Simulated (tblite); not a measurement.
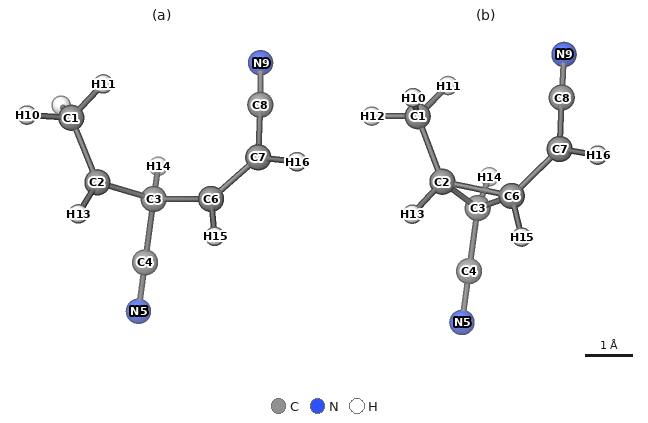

The structure of C7H7N2 (multiplicity 2) before (left) and after (right) a relaxation, at one scale.

A ball-and-stick model, seen face on.

Computed with GFN2-xTB geometry optimisation, gas phase in tblite 0.8.0. 

Q: Summarise the run.

A: The largest move after the best rigid fit is that of H10, 1.46 Å. Largest moves by element: H 1.46 Å, C 0.57 Å, N 0.55 Å. Among the contacts that change: C2–C6 2.462 → 1.528 Å, C6–C7 1.350 → 1.439 Å, C3–C4 1.499 → 1.416 Å, C7–C8 1.428 → 1.370 Å. New bonds form, among them: C2–C6 (2.46 → 1.53 Å). Bond angles that change, for instance: C2–C3–C6 110.6° → 60.3°, C2–C3–C4 109.5° → 120.1°, C2–C3–H14 109.3° → 117.7°. Over 170 geometry steps the energy falls by 23.7 kcal/mol.
